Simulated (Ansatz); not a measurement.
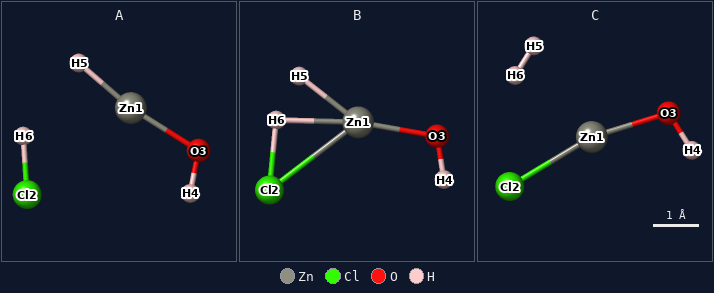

3 geometries from a converged minimum-energy path of ZnH3OCl, made up at the start of ZnHOCl and H₂, shuffled. The picture is a ball-and-stick view, seen face on.

The calculation used Ansatz, RKS PBE-D4/def2-SVP. Settings: 5 movable images; climbing image; force threshold 0.05 eV/Å; iteration limit 60; starting path through a guess of the saddle point.

### One of them is the converged climbing image. Which?

B. In order along the path, whose images run from 0 to 6: C (image 2, +2.9 kcal/mol), B (image 4, +26.9 kcal/mol), A (image 6, +20.8 kcal/mol). Breaking: H5–H6 (0.77 → 1.11 at the top → 2.05 Å), Zn1–Cl2 (2.11 → 2.48 at the top → 3.01 Å). Forming: Cl2–H6 (3.30 → 1.57 at the top → 1.31 Å), Zn1–H5 (2.45 → 1.67 at the top → 1.54 Å).

Limits of the set-up: the start holds two separate molecules, 2.5 Å apart at their closest, whose relative position is a soft coordinate.

The run took 52 s on 2 threads of Intel(R) Xeon(R) CPU @ 2.60GHz (Ice Lake), with other jobs on the host, peak memory 0.17 GiB.
